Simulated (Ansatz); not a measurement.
Consider SiO2 in the rutile structure (space group P4_2/mnm, No. 136; a = 4.2361 Å, c = 2.6904 Å). Axes: x, y, z lie along a, b, c of the conventional cell.

One thing is altered: uniaxial strain ε_zz = +0.60 %, all other strain components held at zero, atoms relaxed at fixed cell.

The values are results of Kohn–Sham DFT with the PBE functional, run in Ansatz (a first-principles code) with PAW and 420 eV plane waves, no spin-orbit coupling, not measurements.

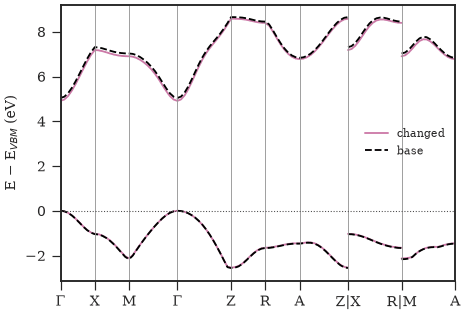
Figure: Highest valence and lowest conduction band along the path, each from its own valence-band maximum

### Question
From the figure, how large is the changed gap, and is it direct?

### Answer
About 4.9 eV, direct at Γ.

Whether these cells are dynamically stable was not tested.
